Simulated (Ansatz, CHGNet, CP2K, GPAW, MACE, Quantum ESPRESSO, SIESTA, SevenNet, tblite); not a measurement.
# GPAW on random wurtzite alloy of AlN and GaN (72 atoms): settings against a plane-wave reference

Aim: run random wurtzite alloy of AlN and GaN (72 atoms) in GPAW and see how near its forces come to a plane-wave reference, and at what cost.

Main program and level: GPAW 26.7.0; the method is named at each step.

## 1. The structure

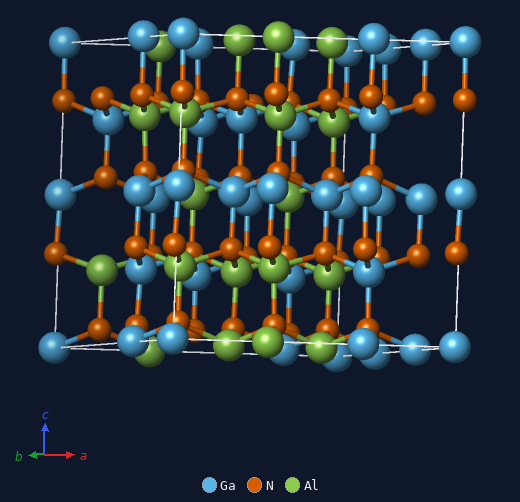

Start, viewed slightly off an axis; gallium blue, nitrogen orange, aluminium green. Bonds to atoms that aren't drawn are left out. Some periodic images of atoms are drawn too.

The cell holds 72 atoms: 22 Ga, 36 N and 14 Al. Its edges and angles: a = 9.477 Å, b = 9.477 Å, c = 10.212 Å, α = 90.0°, β = 90.0°, γ = 120.0°. It derives from AlN (wurtzite), repeated 3×3×2. Wurtzite AlN, 3 x 3 x 2 conventional cells, 22 of 36 Al sites given to Ga at random (x = 0.611), lattice by Vegard's rule (a = 3.159 Å, c = 5.106 Å); not relaxed, displaced by a Gaussian of 0.02 Å. Then every atom was moved at random, 0.02 Å r.m.s. a Cartesian component.

The yardstick, on the same geometry:

| Item | Value |
| --- | --- |
| method | Kohn-Sham DFT, PBE, SSSP efficiency 1.3.0 pseudopotentials, plane waves (Quantum ESPRESSO 7.5); sssp-pbe-1.3.0-efficiency, cutoffs 60/480 Ry, Γ point |
| r.m.s. force component | 0.7577 eV/Å |
| longest force | 3.164 eV/Å |
| pressure | 5.721 GPa |
| gap (highest filled to lowest empty level) | 2.662 eV |
| time | 8 min on 2 MPI ranks of Arm Neoverse V1, shared host |
| CPU time | 16 min |

## 2. PBE, LCAO dzp, h 0.18 Å

Method: Kohn-Sham DFT, PBE, PAW, atomic orbitals (dzp).

run.py reads:

```python
import numpy as np
from ase.io import read
from gpaw import GPAW, FermiDirac

atoms = read("structure.xyz")
atoms.calc = GPAW(
    mode="lcao",
    basis="dzp",
    h=0.18,
    xc="PBE",
    kpts={"size": (1, 1, 1), "gamma": True},
    occupations=FermiDirac(0.05),
    maxiter=200,
    symmetry={"point_group": False},
    txt="gpaw.txt",
)
energy = atoms.get_potential_energy(force_consistent=True)
forces = atoms.get_forces()
print(f"energy {energy:.6f} eV")
print("forces (eV/A)")
for i, (a, f) in enumerate(zip(atoms, forces)):
    print(f"{i:4d} {a.symbol:2s} {f[0]:10.5f} {f[1]:10.5f} {f[2]:10.5f}")
print(f"Fermi level {atoms.calc.get_fermi_level():.4f} eV")
for k in range(len(atoms.calc.get_ibz_k_points())):
    for s in range(atoms.calc.get_number_of_spins()):
        e = atoms.calc.get_eigenvalues(kpt=k, spin=s)
        n = np.searchsorted(e, atoms.calc.get_fermi_level())
        print(f"k {k} spin {s} levels about the Fermi level:", np.round(e[max(n - 6, 0):n], 4).tolist(), "|", np.round(e[n:n + 6], 4).tolist())
```

structure.xyz reads:

```xyz
72
Lattice="9.47730 0.00000 0.00000 -4.73865 8.20758 0.00000 0.00000 0.00000 10.21220" Properties=species:S:1:pos:R:3 pbc="T T T"
Ga 4.72420 8.20405 0.00725
N -0.02701 1.85984 0.65552
Al -0.03161 1.83037 2.54182
N 9.40944 0.03874 3.15424
Ga 0.01360 0.02487 5.13061
N -0.01322 1.81133 5.73129
Al -0.03170 1.80542 7.67937
N 0.02369 0.03825 8.27770
Ga 7.87208 2.76210 0.02308
N -1.66341 4.54183 0.62335
Ga -1.59039 4.55192 2.54386
N 7.87322 2.73452 3.17089
Ga -1.57167 2.77490 5.06178
N -1.55049 4.57589 5.77183
Al -1.64275 4.52558 7.68172
N -1.58953 2.76136 8.27198
Ga 6.26331 5.43022 10.19402
N -3.16641 7.27577 0.61069
Al -3.15002 7.26198 2.59666
N 6.27122 5.45427 3.17824
Ga 6.25857 5.48669 5.11703
N -3.13609 7.29219 5.70750
Ga -3.11874 7.27380 7.64720
N -3.17082 5.49777 8.26218
Al -1.55541 8.20577 10.19688
N 3.20143 1.85442 0.63489
Al 3.12969 1.83472 2.57123
N -1.60394 8.20676 3.16588
Ga -1.57655 8.18329 5.13316
N 3.17641 1.75199 5.73568
Al 3.16243 1.80197 7.68080
N 3.16888 0.01814 8.29241
Al 1.61237 2.76563 10.19382
N 1.57513 4.59575 0.62397
Al 1.62152 4.52968 2.54529
N 1.58427 2.77096 3.20122
Ga 1.61090 2.73994 5.11866
N 1.62441 4.60938 5.70331
Ga 1.60763 4.60544 7.70572
N 1.61351 2.76875 8.22868
Ga -0.04497 5.49506 10.17156
N -0.00393 7.32026 0.66390
Ga -0.01147 7.28012 2.52711
N 0.00948 5.43522 3.16272
Al -0.01170 5.48455 5.12704
N -0.04781 7.33503 5.73241
Ga 0.02047 7.29457 7.67549
N 0.04383 5.51623 8.25626
Ga 6.37789 0.05425 0.02716
N 6.35396 1.82487 0.59772
Ga 6.31477 1.85007 2.53467
N 1.59678 8.17828 3.18825
Ga 6.29127 0.02077 5.13572
N 6.28952 1.86755 5.72853
Ga 6.32529 1.81609 7.69877
N 1.61531 8.20134 8.29588
[... 12 atom lines left out ...]
Al 3.18864 5.41881 5.14879
N 3.16442 7.28628 5.67941
Ga 3.12519 7.30319 7.64210
N 3.09292 5.46395 8.29118
```

Started as:

```bash
OMP_NUM_THREADS=1 python run.py > output.txt
```

Log:

```text
energy -435.882631 eV
forces (eV/A)
   0 Ga    1.45124    1.05000   -0.08839
   1 N     1.96743    0.53638    0.12450
   2 Al    0.44496    0.02876    0.53276
   3 N     2.55584    0.37338   -0.33964
   4 Ga   -0.35493   -0.56529   -1.06347
   5 N     0.19793    1.05725    1.75732
   6 Al    0.70748    0.91446   -0.38776
   7 N    -0.35244    0.35198   -0.74232
   8 Ga    1.19675   -0.47448   -0.88540
   9 N     1.32561    1.11790   -0.24229
  10 Ga   -0.00093    0.54944    0.47340
  11 N     1.54348   -0.56594   -1.01921
  12 Ga   -0.17658   -0.41345    1.26499
  13 N     0.25949    0.92704    0.46000
  14 Al    1.16356    0.88259   -0.44841
  15 N     1.41418    0.23438   -0.37526
  16 Ga    0.72589    1.66403   -0.10645
  17 N     1.47538    0.72572    1.10124
  18 Al   -0.83365    0.77229   -0.69349
  19 N    -0.66888    0.59783   -0.84461
  20 Ga    1.79730   -0.55031   -0.35641
  21 N    -0.88766   -0.06690    0.51163
  22 Ga   -0.68444    1.28564    0.05387
  23 N    -0.46709   -2.66698   -0.79805
[...]
64 Ga   -1.05828    0.61694    0.00154
  65 N    -0.28920   -1.84933   -0.23389
  66 Ga    0.22552    0.19299    0.58141
  67 N     0.12717   -2.17389    1.11782
  68 Al   -0.30547    1.37046   -1.17258
  69 N    -0.16132   -1.56122    0.28303
  70 Ga    1.76635   -0.30701   -0.52854
  71 N     4.29344    0.78365    0.28874
Fermi level 7.8246 eV
k 0 spin 0 levels about the Fermi level: [6.079, 6.1308, 6.1715, 6.5598, 6.6082, 6.6158] | [9.272, 11.3774, 11.3874, 11.5241, 11.5654, 11.635]
```

gpaw.txt:

```text
Input parameters:
  mode=LCAO(),
  basis={'default': 'dzp'},
  h=0.18,
  kpts=MonkhorstPack(size=(1, 1, 1), gamma=True),
  maxiter=200,
  occupations=Occupations(name='fermi-dirac', width=0.05, fixmagmom=False),
  symmetry=Symmetry(point_group=False),
  xc=XC(name='PBE')
Unit cell  # Å
| periodic |         x |        y |         z |   lengths |     angles |
|----------|-----------|----------|-----------|-----------|------------|
|      yes |  9.477300 | 0.000000 |  0.000000 |  9.477300 |  90.000000 |
|      yes | -4.738650 | 8.207580 |  0.000000 |  9.477298 |  90.000000 |
|      yes |  0.000000 | 0.000000 | 10.212200 | 10.212200 | 120.000008 |
Number of symmetries: 1
Symmetry operations  # r_c * U_cc + t_c -> r_c
|   | kind |            matrix            |
|---|------|------------------------------|
| 0 |  E   |  1, 0, 0,  0, 1, 0,  0, 0, 1 |
BZ-sampling:
  Number of BZ points: 1
  Number of IBZ points: 1
  Monkhorst-Pack size: [1, 1, 1]
  Monkhorst-Pack shift: [0, 0, 0]
[... lines left out ...]
eigensolver:
density mixing:
  MSR1-Mixer
occupation numbers:
  Fermi-Dirac:
    width: 0.0500  # eV
FastPoissonSolver using
    Stencil: 8*3+1=25 point O(h^6) finite-difference Laplacian
xc functional:
  name: PBE with 2 nearest neighbor stencil
interpolation: tri-quintic # 5. degree polynomial
Initialization done in: 10.659 s
convergence criteria:
- Maximum [total energy] change in last 3 cyles: 0.0005 eV / valence electron
- Maximum integral of absolute [dens]ity change: 0.0001 electrons / valence electron
- Maximum integral of absolute [eigenst]ate change: 4e-08 eV^2 / valence electron
maximum number of iterations: 200
SCF iterations
|iter     |      energy | eigst |  dens |
|---------|-------------|-------|-------|
|iter:   1| -489.000227 |      c|       |
|iter:   2| -475.083477 |      c| -0.61 |
|iter:   3| -435.823936 |      c| -0.66 |
|iter:   4| -435.852824 |      c| -1.33 |
|iter:   5| -435.906462c|      c| -1.61 |
|iter:   6| -435.882864c|      c| -2.54 |
|iter:   7| -435.882713c|      c| -3.27 |
|iter:   8| -435.882650c|      c| -3.61 |
|iter:   9| -435.882632c|      c| -3.88 |
|iter:  10| -435.882631c|      c| -4.45c|
Converged in 10 steps
SCF loop duration: 261.220 s (26.122 s/step)
Energy contributions relative to reference atoms: (reference = -1309252.673498)
Energy contributions:
  Kinetic:        1414.540820
  Coulomb:       -1236.604883
  Zero:             19.699345
  External:          0.000000
  Xc:             -633.517913
  Entropy:          -0.000000
  Spinorbit:         0.000000
  ----------------------------
  Free energy:    -435.882631
  Extrapolated:   -435.882631
dipole moment: (4.129885, 19.779095, -25.883123)  # |e|*Ang
Fermi level: 7.825
Eigenvalues  # (at kpt = [0.000, 0.000, 0.000])
| band index |      eig [eV] | occ [0-2] |
|------------|---------------|-----------|
|          0 |        -9.354 |     2.000 |
|        ... |               |           |
|        136 |         5.966 |     2.000 |
|        137 |         6.058 |     2.000 |
[...]
|        151 |        11.686 |     0.000 |
|        ... |               |           |
|        176 |        13.451 |     0.000 |
Gap: 2.656 eV
Transition (v -> c):
  (s=0, k=0, n=143, [0.00, 0.00, 0.00]) -> (s=0, k=0, n=144, [0.00, 0.00, 0.00])
No difference between direct/indirect transitions
Force computation time: 62.615  # s
timing:  # [seconds]
  Total:  334.527  # ━━━━━━━━━━━━━━━━━━━━━━━━━━━━━━━━━━━━━━━━━━━━━━━━━━━━━━━━
  Init:    10.658  # ━━
  SCF:    261.220  # ━━━━━━━━━━━━━━━━━━━━━━━━━━━━━━━━━━━━━━━━━━━╸
  Forces:  62.615  # ━━━━━━━━━━╸
```

The job ended after 5.6 min (1 thread of Arm Neoverse V1, shared host; peak memory 1.3 GiB).

Banners, paths, timers and routine set-up lines are dropped from the logs unmarked, and long logs keep their key lines alone; longer cuts are marked.

Compared with the plane-wave run:

```yaml
r_m_s_force_component: 1.038 eV/Å
r_m_s_difference_of_force_components: 315.2 meV/Å
longest_difference_of_force_vectors: 1211 meV/Å
force_difference_over_r_m_s_force: 41.61 %
slope_of_forces_against_the_reference_s: 1.351
correlation_of_force_components: 0.9866
spacing_of_highest_filled_and_lowest_empty_level: 2.656 eV
gap_difference: -0.006 eV
```

This run lies far from the reference in forces at the same functional. Basis and potentials both differ; the latter hold 288 valence electrons against the reference's 508.

Length of the force difference by element (eV/Å):

| element | atoms | mean | most |
| --- | --- | --- | --- |
| Al | 14 | 0.058 | 0.099 |
| Ga | 22 | 0.38 | 0.91 |
| N | 36 | 0.66 | 1.2 |

Levels nearest the highest filled one (eV from it): -0.54, -0.48, -0.44, -0.06, -0.01, 0.00, 2.66, 4.76, 4.77, 4.91, 4.95, 5.02.

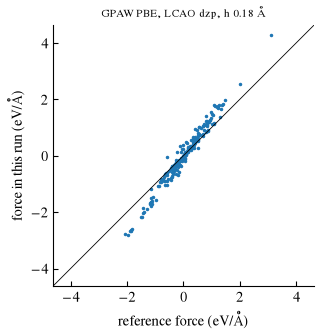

Force components against those of the reference; the line marks equality.

The surroundings of N72, which bears the longest force, nearest first, numbered as they follow in the input and with coordinates relative to it.

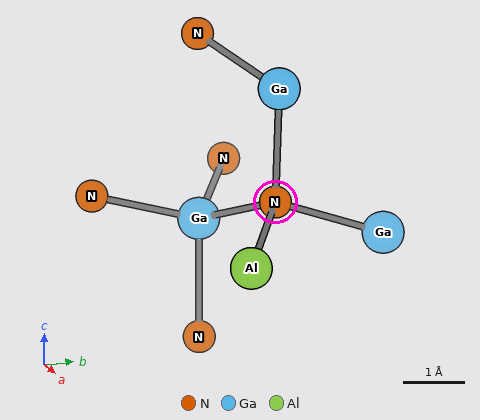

The atoms of the table, within 3.1 Å (arrows a, b, c point along x, y, z); some may hide others; the central atom is ringed.

```
atom      x      y      z  distance (Å)  bonds     Fx     Fy  Fz (eV/Å)
 N72   0.00   0.00   0.00          0.00      4   4.29   0.78       0.29
Ga39  -1.49  -0.86  -0.59          1.81      4  -1.71  -1.62      -1.98
Ga65   0.10   0.03   1.94          1.95      4  -1.06   0.62       0.00
Ga71   0.03   1.84  -0.65          1.95      4   1.77  -0.31      -0.53
Al63   1.62  -0.91  -0.64          1.97      4  -0.07   0.16       0.55
 N48  -3.05   0.05  -0.03          3.05      4  -2.77  -1.90      -0.06
 N40  -1.48  -2.70  -0.06          3.08      4  -0.68  -2.18       1.14
 N34  -1.52  -0.87   2.54          3.09      4  -0.20  -1.61       0.55
 N38  -1.47  -0.85  -2.59          3.10      4  -0.81   0.50      -0.18
```

Atoms are counted from 1 here, from 0 in the log.

Forces lie 42 % from the reference's, at 0.35 times its CPU time (on 1 against 2 cores).

## 3. PBE, LCAO sz(dzp), h 0.18 Å

Method: Kohn-Sham DFT, PBE, PAW, atomic orbitals (sz(dzp)).

Changes to run.py since step 2:

```diff
@@ -7,3 +7,3 @@
     mode="lcao",
-    basis="dzp",
+    basis="sz(dzp)",
     h=0.18,
```

structure.xyz is that of step 2.

Log:

```text
energy -411.222982 eV
forces (eV/A)
   0 Ga    1.54305    1.10733   -0.22933
   1 N     1.85848    0.37629   -0.12870
   2 Al    0.47383    0.15701    0.71247
   3 N     2.50096    0.14500   -0.02227
   4 Ga   -0.45837   -0.63628   -1.31849
   5 N     0.22686    1.17144    1.53041
[...]
69 N    -0.18235   -1.35443    0.53220
  70 Ga    1.94994   -0.34604   -0.43328
  71 N     4.34150    0.98195    0.48080
Fermi level 8.2941 eV
k 0 spin 0 levels about the Fermi level: [6.4881, 6.531, 6.5653, 7.044, 7.0809, 7.0957] | [9.7771, 12.0676, 12.1246, 12.4319, 12.6061, 12.6405]
```

gpaw.txt:

```text
Input parameters:
  mode=LCAO(),
  basis={'default': 'sz(dzp)'},
  h=0.18,
  kpts=MonkhorstPack(size=(1, 1, 1), gamma=True),
  maxiter=200,
  occupations=Occupations(name='fermi-dirac', width=0.05, fixmagmom=False),
[... lines left out ...]
  Fermi-Dirac:
[... lines left out ...]
convergence criteria:
- Maximum [total energy] change in last 3 cyles: 0.0005 eV / valence electron
[... lines left out ...]
Converged in 9 steps
[... lines left out ...]
  Free energy:    -411.222982
[... lines left out ...]
Fermi level: 8.294
[... lines left out ...]
|        ... |               |           |
|        176 |        15.177 |     0.000 |
Gap: 2.681 eV
Transition (v -> c):
  (s=0, k=0, n=143, [0.00, 0.00, 0.00]) -> (s=0, k=0, n=144, [0.00, 0.00, 0.00])
No difference between direct/indirect transitions
Force computation time: 10.692  # s
timing:  # [seconds]
  Total:  63.634  # ━━━━━━━━━━━━━━━━━━━━━━━━━━━━━━━━━━━━━━━━━━━━━━━━━━━━━━━━━
  Init:   10.848  # ━━━━━━━━━╸
  SCF:    42.060  # ━━━━━━━━━━━━━━━━━━━━━━━━━━━━━━━━━━━━━╸
  Forces: 10.692  # ━━━━━━━━━╸
```

The job ended after 65 s (1 thread; peak memory 0.95 GiB).

Against the reference:

```yaml
r_m_s_force_component: 1.069 eV/Å
r_m_s_difference_of_force_components: 330.6 meV/Å
longest_difference_of_force_vectors: 1377 meV/Å
force_difference_over_r_m_s_force: 43.64 %
slope_of_forces_against_the_reference_s: 1.399
correlation_of_force_components: 0.9922
spacing_of_highest_filled_and_lowest_empty_level: 2.681 eV
gap_difference: 0.0192 eV
```

This is a coarse setting, run to see what it loses.

Against the first run (42 %), the force difference from the reference is 44 %, at 0.19 times the CPU time, with 288 basis functions against 936.

## 4. The ladder

Differences are against the plane-wave reference, forces as r.m.s. over components; share is that over the reference's r.m.s. force, slope the least-squares factor from reference forces to these. Total energies of different programs have different zeros and aren't compared.

```csv
run,"Δ force, r.m.s. (meV/Å)",share (%),slope,Δ gap (eV),cores,CPU time,memory (GiB)
reference,-,-,-,-,2,16 min,2.5
"GPAW PBE, LCAO dzp, h 0.18 Å",315,41.6,1.351,-0.006,1,5.6 min,1.3
"GPAW PBE, LCAO sz(dzp), h 0.18 Å (coarse)",331,43.6,1.399,0.0192,1,65 s,0.95
```

Rows marked coarse were listed beforehand as settings not expected to be converged; some can still land near the reference.

CPU time is summed over cores on a shared host, where runs went side by side, so it is rough. Symmetry, cutoffs, thresholds, outputs and thread counts weren't matched or tuned between programs; memory under MPI is the largest rank's times the ranks.

A second geometry, displaced anew (every atom was moved at random, 0.08 Å r.m.s. a Cartesian component), gives an energy difference that all programs can be tested on. The reference puts it at 181.1 meV/atom.

| run | energy less the first geometry's (meV/atom) | error (meV/atom) | force share at the second geometry (%) |
| --- | --- | --- | --- |
| GPAW PBE, LCAO dzp, h 0.18 Å | 205.0 | 23.8 | 31.4 |
| GPAW PBE, LCAO sz(dzp), h 0.18 Å | 238.8 | 57.7 | 43.2 |

## 5. What came out

```json
{"nearest in forces": "GPAW PBE, LCAO dzp, h 0.18 Å, 42 %", "its CPU time": "5.6 min"}
```

In words: The PBE run in local orbitals, coarse settings apart, differs by 42 % (GPAW PBE, LCAO dzp, h 0.18 Å); basis, grid and potentials can all enter, and differences of this size make the forces unusable. Runs with settings chosen to be coarse differ by 44 % (GPAW PBE, LCAO sz(dzp), h 0.18 Å), their programs' other errors included. Of the electronic-structure runs that take under half the reference's CPU time, GPAW PBE, LCAO dzp, h 0.18 Å comes nearest, at 42 % in 5.6 min against 16 min. GPAW PBE, LCAO sz(dzp), h 0.18 Å stiffens the forces by a factor of 1.40 while following their directions (correlation 0.992); the slopes of the 2 GPAW runs lie between 1.35 and 1.40. At the same functional, gaps differ from the reference's 2.66 eV by between -0.01 and +0.02 eV. These are spacings on the run's k-points, which needn't hold the band edges. The energy difference between the two geometries, 181 meV/atom in the reference, is met best by GPAW PBE, LCAO dzp, h 0.18 Å (+23.8) and worst by GPAW PBE, LCAO sz(dzp), h 0.18 Å (coarse) (+57.7). The potentials hold different valence shells: 508 electrons in the reference, 288 in GPAW; this bears on time and differences. GPAW's setups keep the filled d shell of Ga in the core. GPAW's Ga setup keeps the 3d shell in the core. The host structure and its lattice constant were typed by rule, without a check against the phase diagram. The reference's pressure of 5.7 GPa belongs to a cell and atoms that aren't relaxed at this level. The electronic-structure runs sample only Γ, in a cell whose shortest periodic width is 8 Å.

[Also dropped from logs without a mark: logging warnings of Python, and SIESTA's first energy breakdown and zero terms.]

[Logs are printed without paths, hosts, clocks, repeated set-up lines and the standing remarks that a program may print on its own settings, such as how far it seeks lower states.]

[Hosts, paths, dates, database ids (printed as entryN), source tags and the programs' standing remarks are cut or masked in the printed files.]
